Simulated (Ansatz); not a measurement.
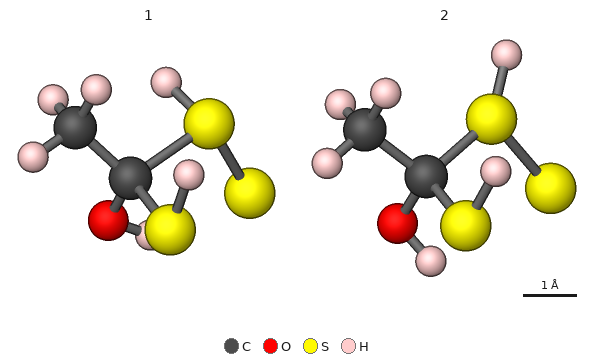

Two geometries of C₂H₆OS₃, drawn at one scale. One is the start of a relaxation, the other its converged end. The picture is a ball-and-stick view, seen from a free direction.

All numbers below come from Ansatz, RKS PBE0-D4/def2-SVP. Set-up: no spin polarisation; force threshold 0.02 eV/Å; at most 50 steps.

Question: Which geometry has the lower energy?

Answer: Structure 1 is the relaxed one. The run prepares an end point of a later path (hydrogen shift) calculation, from a guessed geometry. The largest move after the best rigid fit is that of an H atom, 1.00 Å. Largest moves by element: H 1.00 Å, S 0.30 Å, O 0.14 Å, C 0.13 Å. Some distances before and after: C–S 1.850 → 1.977 Å, S–S 2.082 → 1.993 Å, C–S 1.755 → 1.836 Å, C–H 1.026 → 1.101 Å. Among the angles between lasting bonds that change: C–S–H 147.9° → 93.6°, C–C–O 106.9° → 112.9°, S–C–S 110.2° → 104.3°. Groups turn about C–O by about 40°. The energy falls by 2.282 eV in 9 geometry steps. The largest force component goes from 3.7 to 0.01 eV/Å.
